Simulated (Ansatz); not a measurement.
**Pt: response to strain**

Consider Pt in the fcc (Cu type) structure (space group Fm-3m, No. 225; a = 3.9418 Å; relaxed with 0.1 eV smearing). Axes: x, y, z lie along the cube axes.

Strains are applied to the cell and any free atomic positions relax; under biaxial strain the out-of-plane vector relaxes too.

Level of theory: r2SCAN/PAW in Ansatz (a first-principles code), no spin-orbit coupling.

Notes on the quantities. pressure: mean of the normal stresses, compression positive.

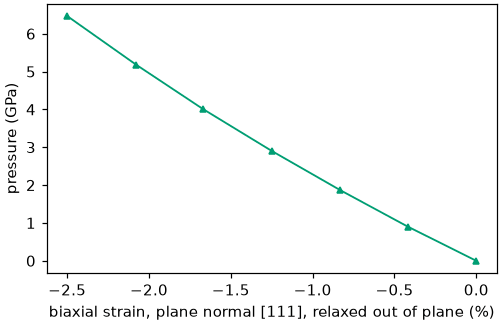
Pressure against biaxial strain, plane normal [111], relaxed out of plane

```tsv
biaxial strain, plane normal [111], relaxed out of plane (%)	pressure
-2.5	6.5 GPa
-2.08	5.2 GPa
-1.67	4.0 GPa
-1.25	2.9 GPa
-0.83	1.9 GPa
-0.42	0.9 GPa
```

No phonon test of stability was made. All final runs are without spin polarisation.
